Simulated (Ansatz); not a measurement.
# The cluster O3: the relaxed shape and its frontier levels

What does the cluster O3 look like as a singlet, and where do its frontier electrons sit?

Method: RKS PBE0-D4/def2-TZVP; program: Ansatz 0.2.0, Gaussian basis.

The runs, in order: a single point at PBE0-D4/def2-TZVP; harmonic vibrations at PBE-D4/def2-TZVP.

## 1. The geometry

The geometry is that of the singlet, from an earlier relaxation (PBE-D4/def2-TZVP). At that level it is the lowest of the isomers that a small search found.

3 atoms, charge 0, spin multiplicity 1.

Atoms are counted from 1 here; the program's logs count them from 0.

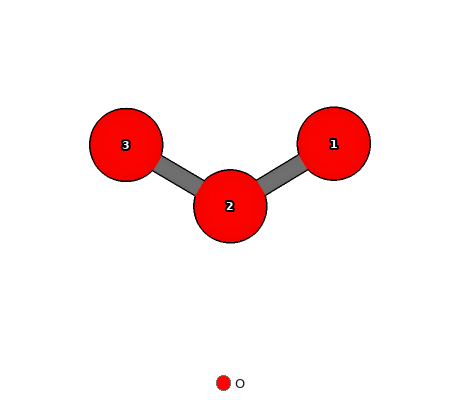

The structure; oxygen red; atoms are numbered from 1 in the order of the file.

Coordinates:

```
O     0.9455   -0.4907    0.3278
O    -0.2380   -0.0223    0.3639
O    -0.7075    0.5130   -0.6918
```

Bonds by kind at the end (by distance):

```tsv
bond	count	shortest (Å)	longest (Å)
O–O	2	1.273	1.273
```

## 2. Single point, PBE0-D4/def2-TZVP

start.molden holds the orbitals of an earlier run on this state, given as this run's starting guess.

The input, in.yaml:

```yaml
crystal:
  periodic: [false, false, false]
  atoms:
    - {symbol: O, position_ang: [0.945504, -0.490708, 0.327845]}
    - {symbol: O, position_ang: [-0.238012, -0.022259, 0.363949]}
    - {symbol: O, position_ang: [-0.707492, 0.512977, -0.691784]}
basis:
  gaussian: {orbitals: def2-TZVP, initial_orbitals: start.molden}
hamiltonian: {xc: pbe0, dispersion: d4}
output: {orbitals: {seedname: orbitals}}
```

Launch:

```bash
$ ansatz run in.yaml --threads 2 --pin off --events-out ev --progress --plain --max-ram 4352MiB
```

The log of the run:

```text
Functional definition: PBE0
  name "PBE0"
  cite "Adamo & Barone, J. Chem. Phys. 110, 6158 (1999) doi:10.1063/1.478522"
  cite "Perdew, Burke & Ernzerhof, Phys. Rev. Lett. 77, 3865 (1996) doi:10.1103/PhysRevLett.77.3865"
  parent pbe
  parameter a = 0.25
  parameter kappa = 0.804
  parameter beta = 0.06672455060314922
  exchange = (1 - a)*pbe_x(kappa = kappa, mu = beta*pi^2/3) + a*exact_x
  correlation = pbe_c(beta = beta)
453 factors; their error is unknown
mean field evaluation 1: about -6109.9581 eV, gradient 5.3e1 eV
mean field evaluation 2: about -6122.4278 eV, gradient 1.4e1 eV
mean field evaluation 4: about -6125.8794 eV, gradient 4.0e1 eV
mean field evaluation 8: about -6130.0682 eV, gradient 3.2e-1 eV
mean field evaluation 16: about -6130.0430 eV, gradient 1.8e0 eV
mean field -6130.06831615 eV, -225.2758555091 hartree, gradient 1.2e-5 eV, S^2 0.000000; 1 other end points of the search recorded, 0 dependent functions left out
reference -6130.06832865 eV, -225.2758559684 hartree; 12, 12 occupied and 81, 81 virtual orbitals, 453 factors
Total energy: -6130.08618353 eV, -225.2765121230 hartree
```

Run time: 0.55 s. Hardware: 2 threads of Intel Xeon 6975P-C, shared host.

Report: HOMO -9.78 eV, LUMO -5.17 eV.

Mulliken charges, from this run's orbitals:

```tsv
atom	value (e)
O1	-0.14
O2	0.29
O3	-0.14
```

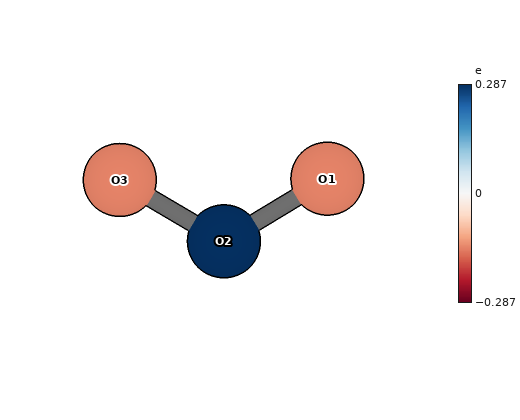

Mulliken charges, from this run's orbitals, as colours on the atoms.

Largest Mayer bond orders: O1–O2 1.38; O2–O3 1.38; O1–O3 0.48.

Orbitals, density, ELF and potential are computed afterwards from the orbital file.

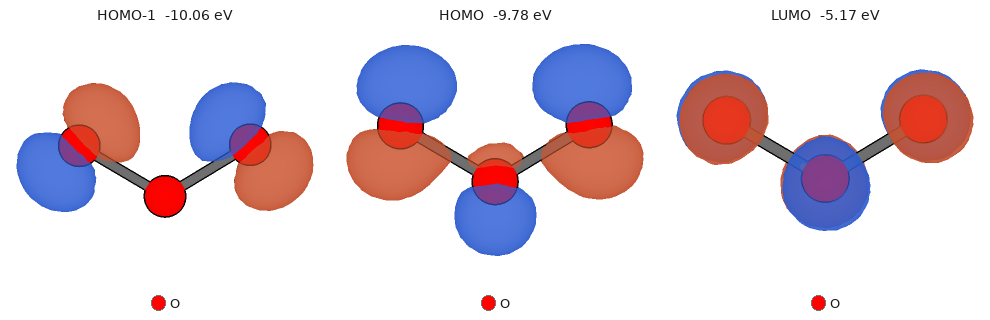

PBE0-D4/def2-TZVP orbitals near the gap, drawn at the value that encloses 70 % of each; the two colours are the two signs.

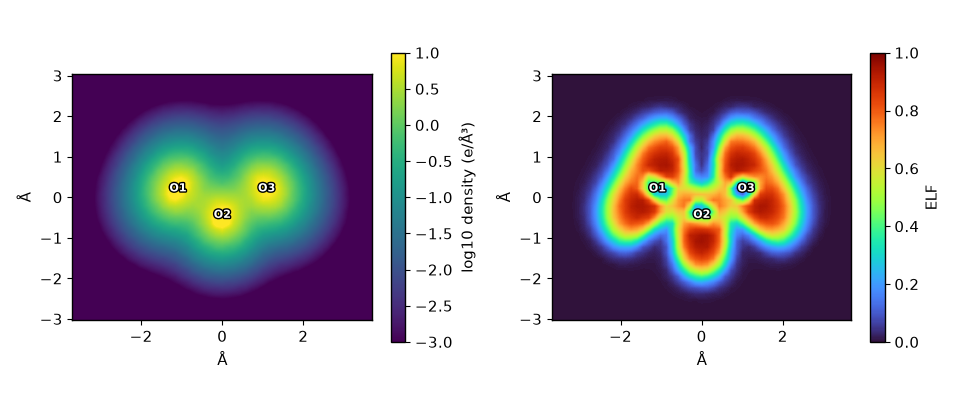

Density (left) and ELF (right) in a plane through or near 3 of the atoms.

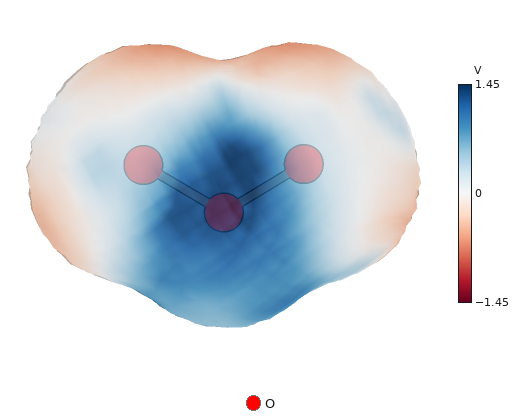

Electrostatic potential on the surface of density 0.002 e/bohr³; red is low, blue high. It runs from -0.58 to 1.45 V.

## 3. Vibrations by finite differences

The input, in.yaml:

```yaml
crystal:
  periodic: [false, false, false]
  atoms:
    - {symbol: O, position_ang: [0.945504, -0.490708, 0.327845]}
    - {symbol: O, position_ang: [-0.238012, -0.022259, 0.363949]}
    - {symbol: O, position_ang: [-0.707492, 0.512977, -0.691784]}
basis:
  gaussian: {orbitals: def2-TZVP}
hamiltonian: {xc: pbe, dispersion: d4}
scf: {omitted_lower_state_checks: [starts]}
phonons: {temperatures: {t_min: 298.15, t_max: 900, t_step: 200}}
```

Same command.

The log of the run, cut to the lines that bear on the results:

```text
Functional definition: PBE
  name "PBE"
  cite "Perdew, Burke & Ernzerhof, Phys. Rev. Lett. 77, 3865 (1996) doi:10.1103/PhysRevLett.77.3865"
  parent pbe
[...]
453 factors; their error is unknown
[...]
mean field -6131.37256744 eV, -225.3237858599 hartree, gradient 3.8e-5 eV, S^2 0.000000; 0 other end points of the search recorded, 0 dependent functions left out
[...]
reference -6131.37258438 eV, -225.3237864823 hartree; 12, 12 occupied and 81, 81 virtual orbitals, 453 factors
[...]
453 factors; their error is unknown
mean field -6131.37242003 eV, -225.3237804425 hartree, gradient 3.1e-6 eV, S^2 0.000000; 0 other end points of the search recorded, 0 dependent functions left out
[...]
reference -6131.37243697 eV, -225.3237810651 hartree; 12, 12 occupied and 81, 81 virtual orbitals, 453 factors
[...]
453 factors; their error is unknown
[...]
reference -6131.37247999 eV, -225.3237826460 hartree; 12, 12 occupied and 81, 81 virtual orbitals, 453 factors
[...]
453 factors; their error is unknown
[...]
mean field -6131.37249420 eV, -225.3237831684 hartree, gradient 3.2e-6 eV, S^2 0.000000; 0 other end points of the search recorded, 0 dependent functions left out
[...]
reference -6131.37251114 eV, -225.3237837909 hartree; 12, 12 occupied and 81, 81 virtual orbitals, 453 factors
Total energy: -6131.39463290 eV, -225.3245967504 hartree
Atom 0 at     0.945504    -0.490708     0.327845 Å, force    -0.009052     0.007505    -0.011736 eV/Å
Atom 1 at    -0.238012    -0.022259     0.363949 Å, force    -0.005735    -0.000536     0.008769 eV/Å
Atom 2 at    -0.707492     0.512977    -0.691784 Å, force     0.014786    -0.006969     0.002968 eV/Å
Dipole moment:    -0.070531    -0.006597     0.107849 e Å
Vibrations: 713.45 1067.27 1188.68 cm⁻¹, zero-point energy 0.184080 eV
Checks for a lower state left out: starts
```

It took 2.2 s on 2 threads of Intel Xeon 6975P-C, shared host.

Motions are named by where the mode's potential energy lies. The modes, unscaled (a negative number is an imaginary wavenumber):

```tsv
mode	cm⁻¹	motion
1	713	bend
2	1067	O–O stretch
3	1189	O–O stretch
```

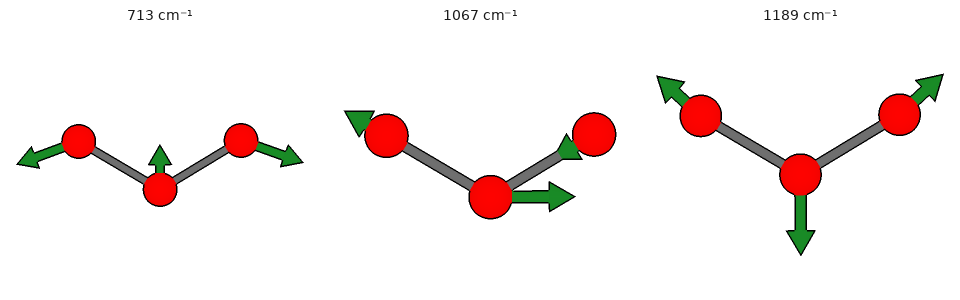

How the atoms move in 3 of the modes.

## 4. Summary of results

```
                       quantity                          value
                    point group                            C2v
                 commonest bond  O–O, 2 of mean length 1.273 Å
HOMO, LUMO at PBE0-D4/def2-TZVP                -9.78, -5.17 eV
     lowest, highest wavenumber                 713, 1189 cm⁻¹
```

In words: All wavenumbers are real: a minimum at this level. The HOMO lies nearest to O1, O3 about 41 % each; O2 18 % and the LUMO to O1, O2, O3 about 33 % each. Whether this spin is the lowest isn't tested here.
